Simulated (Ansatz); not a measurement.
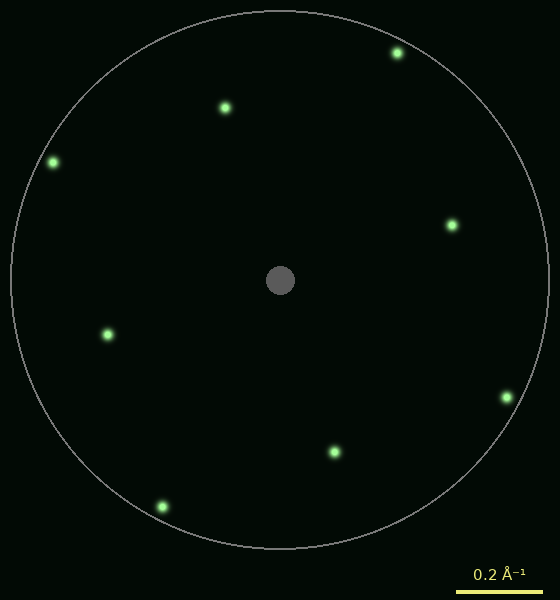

Simulated LEED pattern at 90 eV and normal incidence, from the upper face of a slab model. Spot positions follow from the surface net; brightness is a rough single-scattering estimate from the outer layers, good only for telling present from absent.

Find the real-space surface cell from the pattern.

Answer. The spots form a square reciprocal net with shortest vectors 0.425 and 0.425 Å⁻¹ at 90.0°. The primitive real-space mesh has edges 2.35 and 2.35 Å at 90.0° (or its supplement) and area 5.5 Å².

The slab has composition Cu (1 atoms a cell, 0.0 Å thick). Structure: the geometry relaxed with Ansatz 0.2.0, DFT PBE, scalar-relativistic, plane waves, PAW; the starting structure was generated, so it need not be a known form of this composition.
